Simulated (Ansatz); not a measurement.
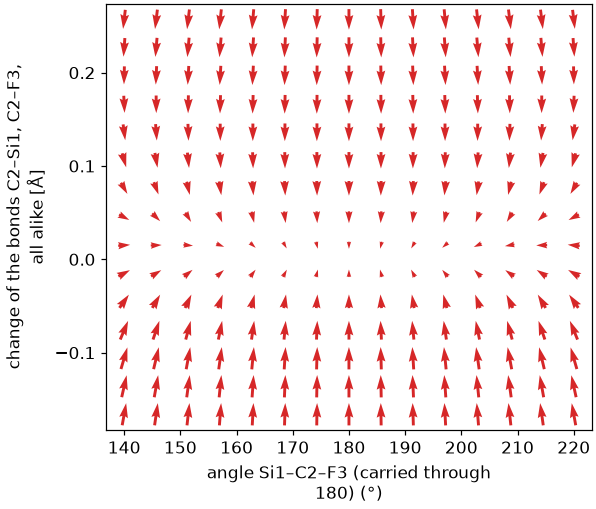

CFSi, SMILES FC#[Si+], charge +1. 
- The first coordinate is: angle Si1–C2–F3 (carried through 180); the second: change of the bonds C2–Si1, C2–F3, all alike.
- Nothing is relaxed (all other coordinates rigid).
- The scan uses a 15 × 15 grid; 120 points were computed and 105 follow by symmetry.
- Points are written as (first, second).
- These are results of Ansatz 0.2.0, RKS CAM-B3LYP-D4/def2-TZVP, not measurements.

Drawn: arrows along the force (downhill), their lengths compressed.

The arrows alone are given. Where is the energy lowest?

The arrows converge at about (180°, 0.000 Å) (read from the interpolated surface).

The energy map of the same scan:

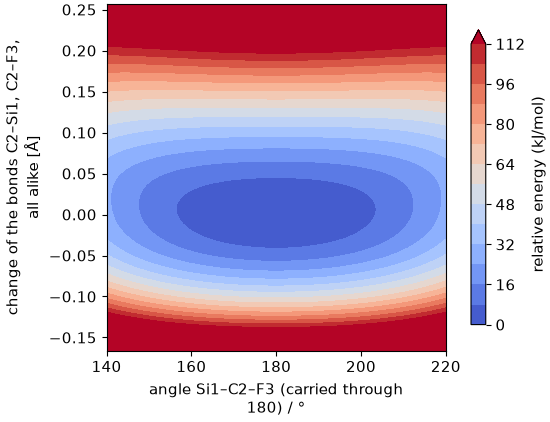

Energies are in kJ/mol, from the relaxed molecule at the same level; between grid points the surface is interpolated.
